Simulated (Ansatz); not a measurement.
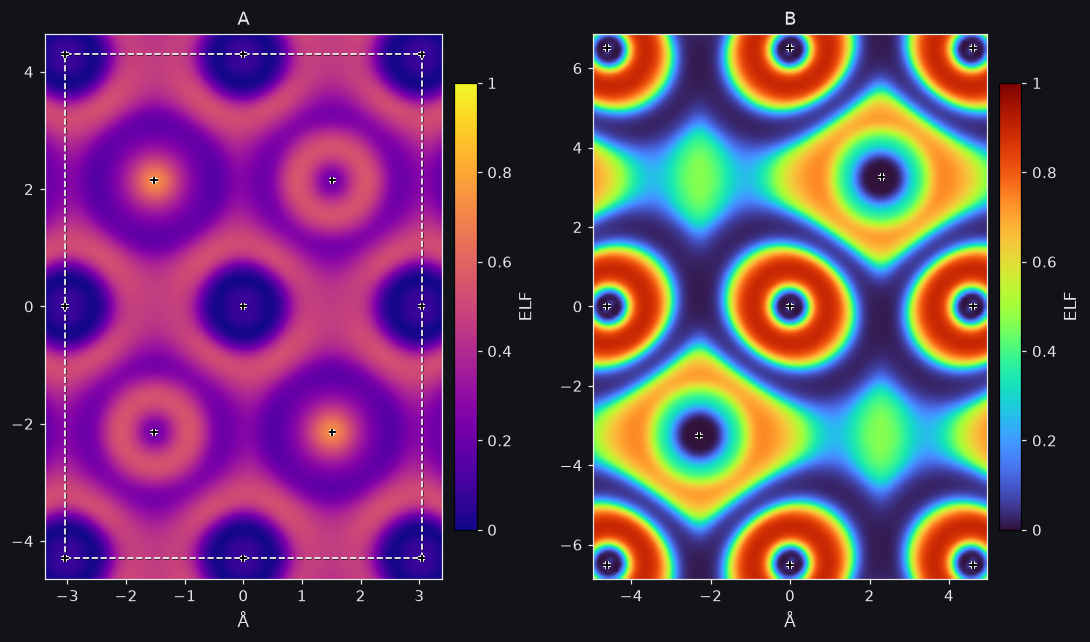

The electron localisation function of 2 systems, each on a plane through atoms (crosses mark nuclei in the plane).

Method: DFT r2SCAN, scalar-relativistic, plane waves, PAW in Ansatz 0.2.0.

System 1: Al$_{4}$NiPd$_{3}$, the (011) plane of the conventional cell. Space group Im-3m; a structure generated by program, which may or may not match a known phase; computed pressure about −4 GPa in this cell; computed without spin polarisation.

```xyz
16
Lattice="6.0746 0.0000 0.0000 0.0000 6.0746 0.0000 0.0000 0.0000 6.0746" Properties=species:S:1:pos:R:3 pbc="T T T"
Al    1.5187    1.5187    1.5187
Al    4.5560    4.5560    4.5560
Al    1.5187    4.5560    1.5187
Al    4.5560    1.5187    4.5560
Al    4.5560    1.5187    1.5187
Al    1.5187    4.5560    4.5560
Al    1.5187    1.5187    4.5560
Al    4.5560    4.5560    1.5187
Ni    0.0000    0.0000    0.0000
Ni    3.0373    3.0373    3.0373
Pd    0.0000    3.0373    0.0000
Pd    3.0373    0.0000    3.0373
Pd    3.0373    0.0000    0.0000
Pd    0.0000    3.0373    3.0373
Pd    0.0000    0.0000    3.0373
Pd    3.0373    3.0373    0.0000
```

System 2: Cs$_{4}$Sb, the (11̄0) plane of the conventional cell. Space group Im-3m; a structure generated by program, which may or may not match a known phase; computed without spin polarisation.

```yaml
crystal:
  lattice:
    - [9.21072, 0.00000, 0.00000]
    - [0.00000, 9.21072, 0.00000]
    - [0.00000, 0.00000, 9.21072]
  atoms:
    - { symbol: Cs, position: [0.25000, 0.25000, 0.25000] }
    - { symbol: Cs, position: [0.75000, 0.75000, 0.75000] }
    - { symbol: Cs, position: [0.25000, 0.25000, 0.75000] }
    - { symbol: Cs, position: [0.75000, 0.75000, 0.25000] }
    - { symbol: Cs, position: [0.25000, 0.75000, 0.25000] }
    - { symbol: Cs, position: [0.75000, 0.25000, 0.75000] }
    - { symbol: Cs, position: [0.75000, 0.25000, 0.25000] }
    - { symbol: Cs, position: [0.25000, 0.75000, 0.75000] }
    - { symbol: Sb, position: [0.00000, 0.00000, 0.00000] }
    - { symbol: Sb, position: [0.50000, 0.50000, 0.50000] }
```

Question: Which map belongs to which system?

Answer: Panel A is system 1, Al$_{4}$NiPd$_{3}$: the plane holds Al, Ni and Pd. Al–Ni (2.63 Å): the ELF is about 0.40 at the midpoint. Panel B is system 2, Cs$_{4}$Sb: the plane holds Cs and Sb. Cs–Sb (3.99 Å): the ELF peaks at about 0.70 in the valence shell of Sb, 1.4 Å from its nucleus, and drops to about 0.05 between the two atoms; no localised pair shows between them.
